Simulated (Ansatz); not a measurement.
## How methods differ on SiHCl2O (SMILES [O][SiH](Cl)Cl)

SiHCl2O: 5 atoms, total charge 0, spin state doublet. SMILES: `[O][SiH](Cl)Cl`. The shape was relaxed beforehand at B3LYP/def2-SVP.

Each level gives the adiabatic ionisation energy (to the singlet cation, shapes relaxed at B3LYP/def2-SVP, no zero-point term) (eV). The values are calculated.

```
              level                    kind  program  value (eV)
      UHF/def2-TZVP            Hartree–Fock   Ansatz        6.60
   USVWN5/def2-TZVP                     LDA   Ansatz        5.73
     UPBE/def2-TZVP                     GGA   Ansatz        6.08
 U-r2SCAN/def2-TZVP                meta-GGA   Ansatz        6.28
   UB3LYP/def2-TZVP           global hybrid   Ansatz        6.33
 UPBE0-D4/def2-TZVP           global hybrid   Ansatz        6.25
U-wB97M-V/def2-TZVP  range-separated hybrid   Ansatz        6.12
  UB2PLYP/def2-TZVP           double hybrid   Ansatz        6.11
     UMP2/def2-TZVP     perturbation theory   Ansatz        5.74
```

The values span 5.73 to 6.60 eV.

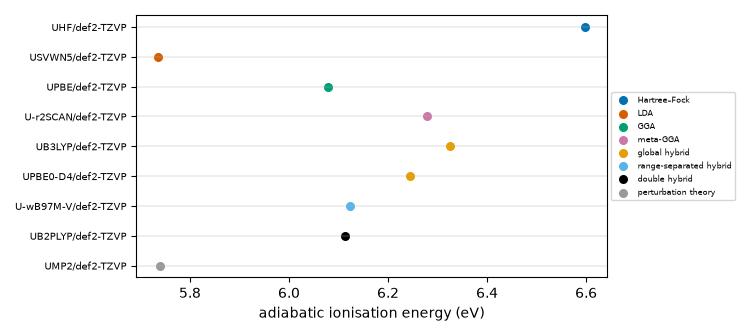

The values of the table, level by level.
